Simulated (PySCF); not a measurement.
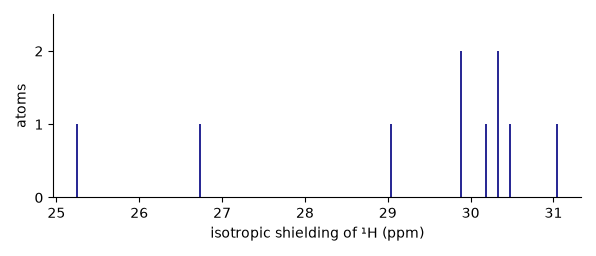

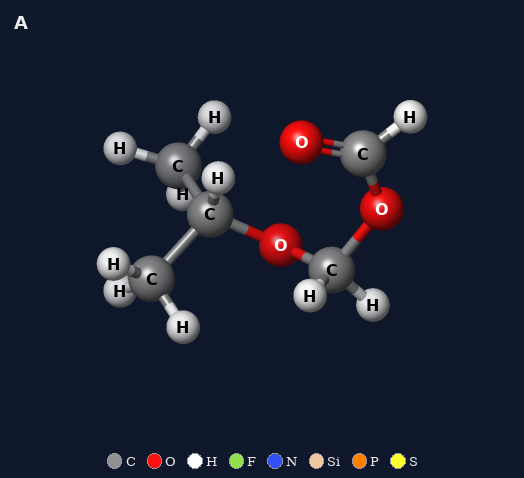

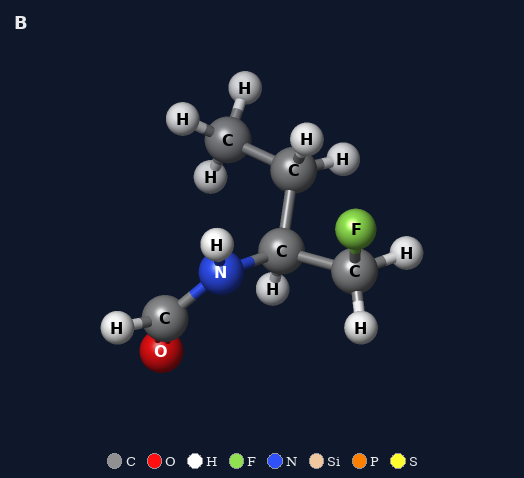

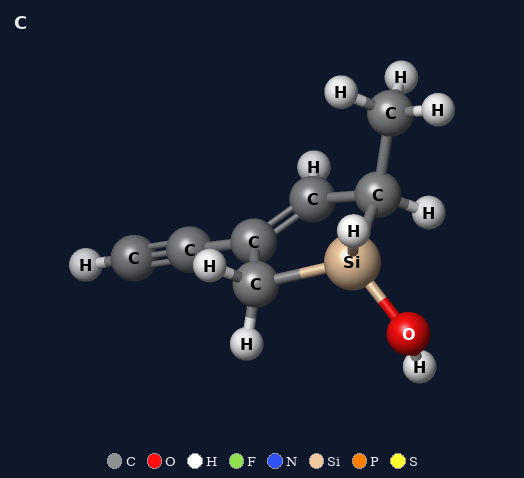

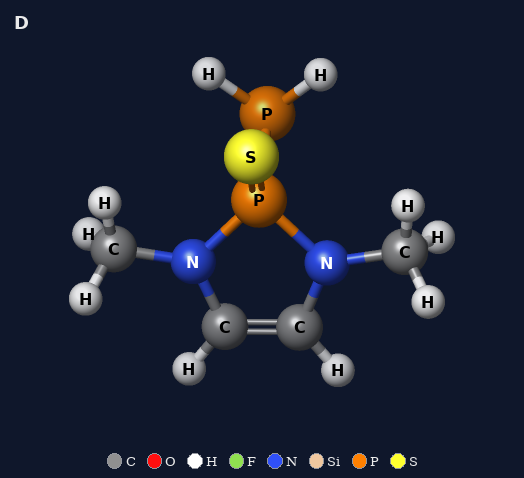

The sticks are computed shieldings of one of the molecules, for one fixed geometry (GFN2-xTB) without averaging over rotations. Low shielding means a high chemical shift. Method: GIAO PBE0/pcSseg-1 NMR shielding, non-relativistic, gas phase (PySCF 2.14.0).

### Which molecule gives this pattern?

C, `C#CC1=C[C@@H](C)[Si@H](O)C1`. Its 10 H atoms give lines at 25.25, 26.73, 29.03, 29.88 (2 atoms), 30.19, 30.33 (2 atoms), 30.47, 31.05 ppm.

The geometry is semi-empirical. Around P, Si such bond lengths and angles can be off by a tenth of an ångström or more and by several degrees, and values that hang on the shape move with them.
